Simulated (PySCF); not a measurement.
# doublet CH2ClF+ at 6 levels

Aim: a comparison of 6 runs (UM06-2X/aug-cc-pVDZ, UM06-L/aug-cc-pVDZ, UPBE/aug-cc-pVDZ, USVWN5/aug-cc-pVDZ, UTPSS/aug-cc-pVDZ, USCS-MP2/aug-cc-pVDZ) of doublet CH2ClF+. The job is set up through a Python script.

The results are computed with PySCF 2.14.0.

2 further runs of the same task are left out: 2 set aside as unsound or not needed.

## Step 1: The structure to begin with

CH2ClF+: 5 atoms, total charge +1, spin state doublet. SMILES of the parent species: `FCCl`. The coordinates come from a PBE0-D4/def2-TZVP relaxation. That shape belongs to the parent species and isn't relaxed for this state.

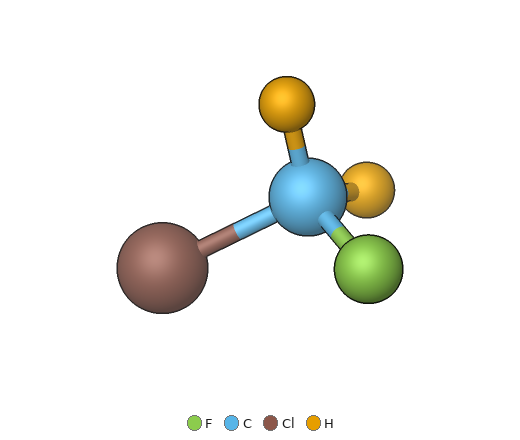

Viewed from a chosen angle; fluorine green, carbon blue, chlorine brown, hydrogen amber.

## Step 2: A single-point energy at UM06-2X/aug-cc-pVDZ (run 1)

The input, input.py:

```python
from pyscf import gto, dft

system = gto.Mole()
system.atom = '''
F       -0.970450       0.560520       0.766500
C        0.083560       0.089320       0.058070
Cl      -0.422970      -1.232890      -0.998060
H        0.832130      -0.302600       0.745580
H        0.477720       0.885670      -0.572080
'''
system.charge = 1
system.verbose = 3
system.basis = 'aug-cc-pvdz'
system.spin = 1
system.max_memory = 1860
system.build()

myscf = dft.UKS(system)
myscf.xc = 'm06-2x'
myscf.conv_tol = 1e-10
myscf.grids.level = 5
myscf.kernel()
if not myscf.converged:
    myscf = myscf.newton().run(myscf.mo_coeff, myscf.mo_occ)

e_tot = myscf.e_tot
print('E = %.10f Eh' % e_tot)
```

Run with:

```console
$ OMP_NUM_THREADS=1 python input.py
```

The log of the run:

```text
converged SCF energy = -598.859653615278  <S^2> = 0.75311068  2S+1 = 2.0031083
E = -598.8596536153 Eh
```

It took 36 s on 1 thread of Intel Xeon Platinum 8488C (Sapphire Rapids), shared host; peak memory 0.52 GiB.

## Step 3: A single-point energy at UM06-L/aug-cc-pVDZ (run 2)

The input, run.py:

```python
from pyscf import gto, dft

mol = gto.M(
    atom=[
    ('F', (-0.970450, 0.560520, 0.766500)),
    ('C', (0.083560, 0.089320, 0.058070)),
    ('Cl', (-0.422970, -1.232890, -0.998060)),
    ('H', (0.832130, -0.302600, 0.745580)),
    ('H', (0.477720, 0.885670, -0.572080)),
],
    charge=1,
    max_memory=1860,
    spin=1,
    verbose=3,
    basis='aug-cc-pvdz',
)

mf = dft.UKS(mol, xc='m06-l')
mf.conv_tol = 1e-10
mf.grids.level = 5
mf.kernel()
if not mf.converged:
    mf = mf.newton().run(mf.mo_coeff, mf.mo_occ)

e_tot = mf.e_tot
print(f'total energy: {e_tot:.8f} hartree')
```

Run with:

```console
$ OMP_NUM_THREADS=1 python run.py
```

The log of the run:

```text
WARN: HOMO -0.328038395404281 >= LUMO -0.328038395404282

converged SCF energy = -598.918632887858  <S^2> = 0.75245817  2S+1 = 2.0024567
total energy: -598.91863289 hartree
```

It took 33 s on 1 thread of Intel Xeon Platinum 8488C (Sapphire Rapids), shared host; peak memory 0.52 GiB.

Runs 3 to 5 aren't shown in full; the table further down has their settings and results.

## Step 4: The energy at USCS-MP2/aug-cc-pVDZ (run 6)

The input, run.py:

```python
from pyscf import gto, mp

system = gto.M(
    atom='''
F     -0.970450     0.560520     0.766500
C      0.083560     0.089320     0.058070
Cl    -0.422970    -1.232890    -0.998060
H      0.832130    -0.302600     0.745580
H      0.477720     0.885670    -0.572080
''',
    spin=1,
    verbose=4,
    basis='aug-cc-pvdz',
    max_memory=1860,
    charge=1,
)

mf = system.UHF()
mf.conv_tol = 1e-10
mf.kernel()
if not mf.converged:
    mf = mf.newton().run(mf.mo_coeff, mf.mo_occ)

pt = mp.MP2(mf, frozen=7).run()
energy = mf.e_tot + 1.2 * pt.e_corr_os + pt.e_corr_ss / 3
print('E(%s) = %.9f' % ('SCS-MP2', energy))
```

Run with:

```console
$ OMP_NUM_THREADS=1 python run.py
```

The log of the run:

```text
PySCF version 2.14.0

[... 101 lines left out ...]
converged SCF energy = -597.583108498096  <S^2> = 0.759845  2S+1 = 2.0098209
[... 1 line left out ...]
******** <class 'pyscf.mp.ump2.UMP2'> ********
nocc = (np.int64(10), np.int64(9)), nmo = (84, 84)
frozen orbitals 7
E(UMP2) = -598.045764221312  E_corr = -0.462655723215372
E(SCS-UMP2) = -598.034951314506  E_corr = -0.451842816409831
E_corr(same-spin) = -0.119243136286863
E_corr(oppo-spin) = -0.343412586928508
E(SCS-MP2) = -598.034951315
```

Wall time 2.6 s (1 thread of Intel Xeon Platinum 8488C (Sapphire Rapids), shared host); peak memory 0.22 GiB.

## Step 5: Overview of the runs

```tsv
run	level	integration grid	frozen core orbitals	energy (Eh)	HOMO energy (eV)	LUMO energy (eV)	⟨S²⟩	wall time
1	UM06-2X/aug-cc-pVDZ	5	–	-598.859654	-19.10	-13.42	0.753	36 s
2	UM06-L/aug-cc-pVDZ	5	–	-598.918633	-16.10	-15.16	0.752	33 s
3	UPBE/aug-cc-pVDZ	5	–	-598.618071	-15.77	-15.07	0.751	14 s
4	USVWN5/aug-cc-pVDZ	5	–	-596.459447	-15.82	-15.26	0.751	9.3 s
5	UTPSS/aug-cc-pVDZ	5	–	-598.986946	-15.94	-15.06	0.752	32 s
6	USCS-MP2/aug-cc-pVDZ	–	7	-598.034951	-21.73	-9.47	0.760	2.6 s
```

## Step 6: Results

| quantity | value |
| --- | --- |
| run 6: total energy | -598.03495 Eh |
| run 6: HOMO energy (Hartree–Fock orbitals) (highest over α and β) | -21.73 eV |
| run 6: LUMO energy (Hartree–Fock orbitals) (lowest over α and β) | -9.47 eV |
| run 6: correlation energy (7 core orbitals frozen) | -451.8 mEh |
| run 6: ⟨S²⟩ of the reference determinant | 0.760 |

What this shows: Totals of different functionals can't be ranked against each other. All runs together took 2.1 min, the longest 36 s.
